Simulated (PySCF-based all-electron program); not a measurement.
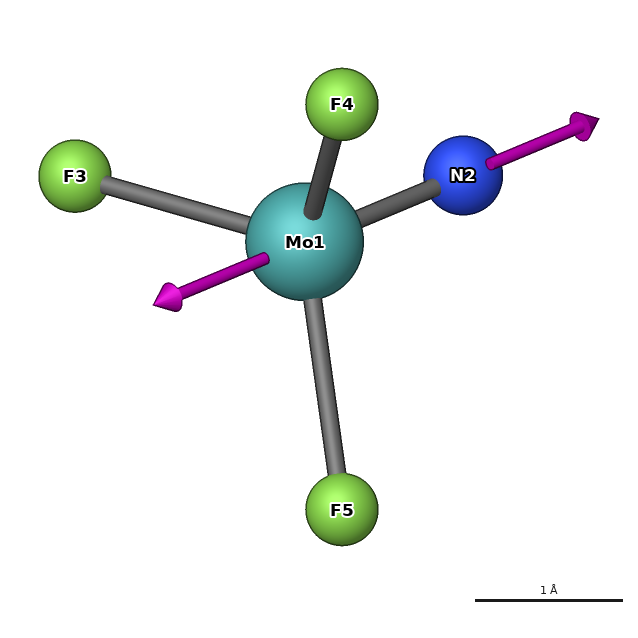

Arrows show the forces on the atoms, 0.09 Å of arrow for 1 eV/Å; forces under a tenth of the largest aren't drawn. The species is neutral and a spin singlet. Level of theory: HSE06, all-electron, scalar-relativistic (Koelling-Harmon), large uncontracted Gaussian sets (PySCF-based all-electron program).

**Which bond do the forces act along most?**

Mo1–N2, now 1.477 Å: the forces push its atoms apart, so a first step downhill lengthens it.

List the force components in the frame of the picture (x right, y up, z towards the viewer), in eV/Å.

```tsv
atom	Fx	Fy	Fz
Mo1	−8.59	−3.59	7.07
N2	8.37	3.50	−6.89
F3	0.22	−0.04	0.09
F4	0.00	−0.10	−0.22
F5	0.00	0.24	−0.05
```
